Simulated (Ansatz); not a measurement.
# Single-point calculation, with input and output: C$_{2}$H$_{6}$F$_{3}$NSi

C$_{2}$H$_{6}$F$_{3}$NSi, SMILES CN(C)[Si](F)(F)F, computed with RKS BLYP-D4/def2-TZVPP (Ansatz 0.2.0).

The geometry comes from this level: PBE0-D4/def2-TZVP.

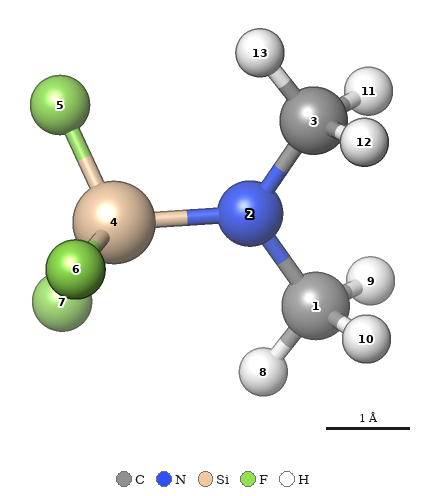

Fig. 1: The input geometry (ball-and-stick view, seen at a tilt; atoms are numbered from 1 in the order of the input). Bond lengths as drawn: C–H 1.09 to 1.10 Å, C–N 1.45 Å, F–Si 1.58 Å and N–Si 1.67 Å.

**Input file**
```yaml
crystal:
  periodic: [false, false, false]
  atoms:
    - {symbol: C, position_ang: [-0.859056, -0.369624, 1.153662]}
    - {symbol: N, position_ang: [-0.009345, -0.119130, 0.009396]}
    - {symbol: C, position_ang: [1.331220, -0.648757, 0.137711]}
    - {symbol: Si, position_ang: [-0.443819, 0.933418, -1.216013]}
    - {symbol: F, position_ang: [0.326830, 0.569546, -2.542492]}
    - {symbol: F, position_ang: [-0.129736, 2.460807, -0.954970]}
    - {symbol: F, position_ang: [-1.999132, 0.863959, -1.465113]}
    - {symbol: H, position_ang: [-1.863705, 0.018929, 0.982014]}
    - {symbol: H, position_ang: [-0.943909, -1.447150, 1.335448]}
    - {symbol: H, position_ang: [-0.460884, 0.097132, 2.063253]}
    - {symbol: H, position_ang: [1.298084, -1.732885, 0.295448]}
    - {symbol: H, position_ang: [1.864534, -0.199288, 0.984655]}
    - {symbol: H, position_ang: [1.909419, -0.461858, -0.768100]}
basis:
  gaussian: {orbitals: def2-TZVPP}
hamiltonian: {xc: {name: BLYP}, dispersion: d4}
output: {orbitals: {seedname: orbitals}}
```

Machine: 4 threads of Arm Neoverse V1, 23 GiB of memory available, shared host.

Launch command:
```bash
ansatz run in.yaml --threads 4 --pin off --events-out ev --progress --plain --max-ram 11315MiB
```

**What the program printed**
```
Functional definition: BLYP
  name "BLYP"
  cite "Becke, Phys. Rev. A 38, 3098 (1988) doi:10.1103/PhysRevA.38.3098"
  cite "Lee, Yang & Parr, Phys. Rev. B 37, 785 (1988) doi:10.1103/PhysRevB.37.785"
  parameter beta = 0.0042
  parameter a = 0.04918
  parameter b = 0.132
  parameter c = 0.2533
  parameter d = 0.349
  exchange = b88_x(beta = beta)
  correlation = lyp_c(a = a, b = b, c = c, d = d)
1625 factors; their error is unknown
mean field evaluation 1: about -19681.3757 eV, gradient 9.9e1 eV
mean field evaluation 2: about -19636.4705 eV, gradient 1.7e2 eV
mean field evaluation 4: about -19699.1192 eV, gradient 1.6e1 eV
mean field evaluation 8: about -19699.5104 eV, gradient 2.8e-1 eV
mean field evaluation 16: about -19699.4713 eV, gradient 3.3e-4 eV
mean field -19699.47129290 eV, -723.9422172330 hartree, gradient 5.0e-5 eV, S^2 0.000000; 0 other end points of the search recorded, 0 dependent functions left out
reference -19699.47168522 eV, -723.9422316502 hartree; 33, 33 occupied and 279, 279 virtual orbitals, 1625 factors
Total energy: -19700.13775512 eV, -723.9667092676 hartree
```

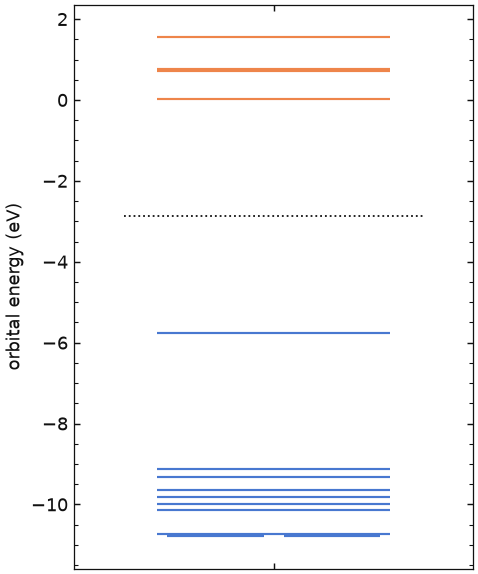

Fig. 2: Orbital energies near the frontier; the dotted line parts filled from empty levels, and levels within 0.02 eV of each other stand side by side. Highest filled −5.77 eV, lowest empty 0.02 eV, 5.79 eV apart.

**Summary**

| quantity | value |
| --- | --- |
| outcome | converged |
| total energy | −19700.1378 eV |
| mean-field energy | −19699.4717 eV |
| dispersion energy | −0.6661 eV |
| SCF solution under orbital rotations | stable |
| HOMO | −5.77 eV |
| LUMO | 0.02 eV |
| wall time | 3.1 s (CPU time 11 s) |
| peak memory | 0.48 GiB |
